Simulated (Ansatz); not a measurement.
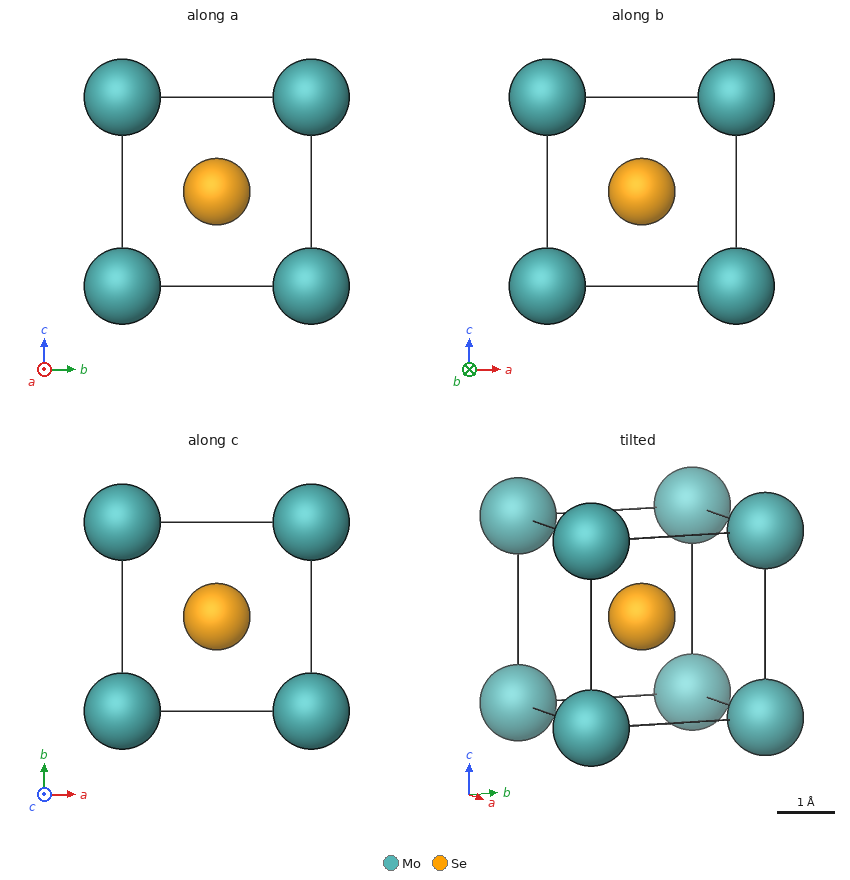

The figure gives a spheres-only picture of the atoms, viewed along the a axis, along the b axis, along the c axis and slightly off an axis. The frame is the conventional unit cell; atoms at its boundary are shown with their periodic copies.

Lattice parameters: a = 3.360 Å, b = 3.360 Å, c = 3.360 Å, α = 90.00°, β = 90.00°, γ = 90.00°. Put a along x and b in the xy plane.

> Put the structure into a POSCAR file.

```
Mo Se
1.0
     3.360    0.000    0.000
     0.000    3.360    0.000
     0.000    0.000    3.360
Mo Se
1 1
Direct
  0.0000 0.0000 0.0000
  0.5000 0.5000 0.5000
```

It goes back to a structure type filled with these elements by a generator (whether the compound takes this form wasn't checked). Earlier steps of the study, as a rule a relaxation of our own, may have changed the cell and positions, so they can lie some per cent off the listed ones. A calculation with Ansatz used it as input.
